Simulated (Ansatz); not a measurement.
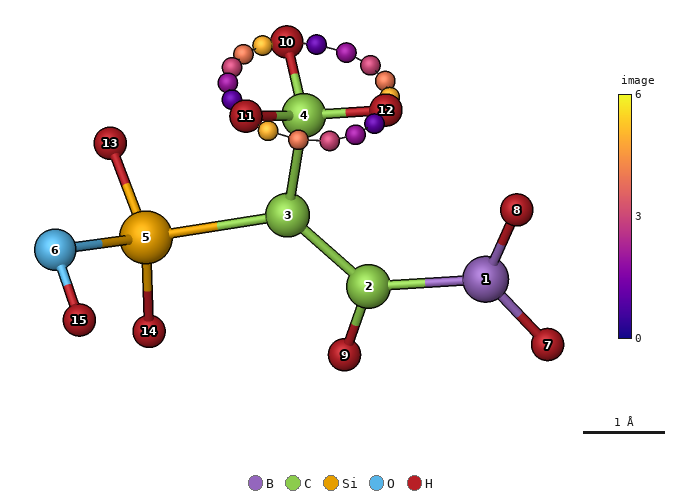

A nudged-elastic-band calculation for C3H9BOSi. Images are numbered from 0 (start) to 6 (end). The start is drawn whole; smaller spheres mark the moving atoms (H) in the later images, joined by lines and coloured by the number of the image. The picture is a ball-and-stick view, seen at a tilt.

Level of theory: RKS PBE-D4/STO-3G in Ansatz.

Input file:
```yaml
crystal:
  periodic: [false, false, false]
  atoms:
    - { symbol: B, position_ang: [-0.605326, -2.200208, 1.186407] }
    - { symbol: C, position_ang: [-0.909437, -0.895481, 0.448258] }
    - { symbol: C, position_ang: [0.003386, -0.055887, -0.156941] }
    - { symbol: C, position_ang: [1.517007, -0.310625, -0.154043] }
    - { symbol: Si, position_ang: [-0.561634, 1.53337, -1.030344] }
    - { symbol: O, position_ang: [0.149079, 2.940228, -0.314965] }
    - { symbol: H, position_ang: [-1.491763, -2.844705, 1.62493] }
    - { symbol: H, position_ang: [0.497486, -2.590992, 1.33592] }
    - { symbol: H, position_ang: [-1.968536, -0.577414, 0.363271] }
    - { symbol: H, position_ang: [1.881021, -0.44141, -1.194631] }
    - { symbol: H, position_ang: [2.04945, 0.570082, 0.261986] }
    - { symbol: H, position_ang: [1.79051, -1.205227, 0.431593] }
    - { symbol: H, position_ang: [-0.079803, 1.536212, -2.405022] }
    - { symbol: H, position_ang: [-2.025889, 1.543544, -0.999148] }
    - { symbol: H, position_ang: [-0.26745, 2.947712, 0.632228] }
basis:
  gaussian: { orbitals: STO-3G }
hamiltonian:
  xc: pbe
  dispersion: d4
neb:
  order_check: false
  images: 5
  f_tol: 0.05
  max_iterations: 60
  initial_path: idpp
  final_atoms:
    - { symbol: B, position_ang: [-0.61540942, -2.25722347, 1.07040958] }
    - { symbol: C, position_ang: [-0.91670032, -0.91944604, 0.39317913] }
    - { symbol: C, position_ang: [0.00148183, -0.04762612, -0.15580252] }
    - { symbol: C, position_ang: [1.51608087, -0.29628182, -0.14157427] }
    - { symbol: Si, position_ang: [-0.55582881, 1.5779803, -0.96446974] }
    - { symbol: O, position_ang: [0.16748582, 2.94821961, -0.19197505] }
    - { symbol: H, position_ang: [-1.50434177, -2.93594603, 1.44869872] }
    - { symbol: H, position_ang: [0.48871765, -2.63955245, 1.23277593] }
    - { symbol: H, position_ang: [-1.97631136, -0.60386491, 0.305962] }
    - { symbol: H, position_ang: [1.78674429, -1.20201569, 0.42848913] }
    - { symbol: H, position_ang: [1.89135329, -0.40596116, -1.18092316] }
    - { symbol: H, position_ang: [2.04064365, 0.5789337, 0.29634862] }
    - { symbol: H, position_ang: [-0.07641235, 1.63463778, -2.33909893] }
    - { symbol: H, position_ang: [-2.02004719, 1.59713194, -0.92725027] }
    - { symbol: H, position_ang: [-0.2493552, 2.92021335, 0.75472983] }
```

Command:
```bash
ansatz run input.yaml --threads 1 --pin off --max-ram 2048MiB --backend cpu --events-out ev --progress --plain --runs-dir out
```

What moves, how far, and at what cost in energy?

The motion is a rotation about the C3–Si5 bond, with a turn of about 120° about C3–C4. No bond forms or breaks between the ends. The barrier is about 0.059 eV in both directions, with image 3 at the top; the ends have the same energy. The band converged in 5 iterations. The largest component of the band force went from 0.71 to 0.027 eV/Å. The climbing image converged on the top of the path. Its vibrational analysis gives one imaginary mode (162i cm⁻¹), as a transition state must have.

Limits of the set-up: STO-3G is a minimal basis, so the numbers are rough.

Cost: 86 s on 1 thread of Arm Neoverse V2, with other jobs on the host, peak memory 0.11 GiB.
